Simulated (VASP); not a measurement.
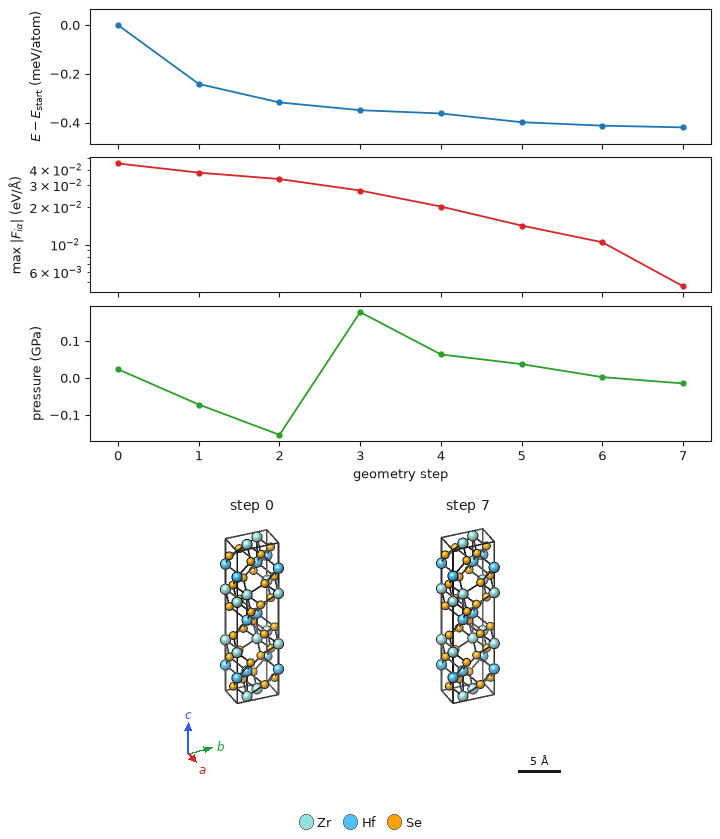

First and last geometry of a relaxation of solid HfZrSe₃ (a generated structure, set up in R-3), with the history of the run. Style: ball-and-stick. Shown: the conventional cell (3 times the calculation's cell), slightly off an axis. Lengths and directions refer to the drawn axes.

The run lets cell and atoms move.

These are results of Kohn-Sham DFT of a periodic cell, PBE, VASP PAW PBE potentials, recommended (VASP 6.6.1), not measurements.

Input
```
SYSTEM = HfZrSe3
ALGO = Normal
EDIFF = 1E-6
EDIFFG = -0.01
ENCUT = 520
GGA = PE
IBRION = 2
ISIF = 3
ISMEAR = 0
KPAR = 4
LASPH = .TRUE.
LCHARG = .FALSE.
LREAL = .FALSE.
LWAVE = .FALSE.
NELM = 120
NSW = 90
PREC = Accurate
SIGMA = 0.1
```

Launched with:
```bash
cat potpaw_PBE.64/Zr_sv/POTCAR potpaw_PBE.64/Hf_pv/POTCAR potpaw_PBE.64/Se/POTCAR > POTCAR
mpirun -np 4 vasp_std > vasp.out
```

**Did the run converge, and what did it change?**

It converged. After 7 geometry steps the energy has fallen by 0.4 meV per atom. Largest force component: 0.045 eV/Å at the start, 0.0046 eV/Å at the end. The pressure goes from 0.02 to −0.01 GPa. The largest moves relative to the cell, 0.011 Å, are those of Hf atoms. By element the largest moves are Hf 0.011 Å, Se 0.006 Å, Zr 0.003 Å. Cell: a = b 6.668 → 6.641 Å (−0.4 %), c 18.729 → 18.866 Å (+0.7 %). Volume −0.1 %. Some distances before and after: Hf–Zr 3.116 → 3.125 Å, Hf–Se 2.695 → 2.703 Å, Se–Zr 2.746 → 2.741 Å. The space group stays R-3 (No. 148).
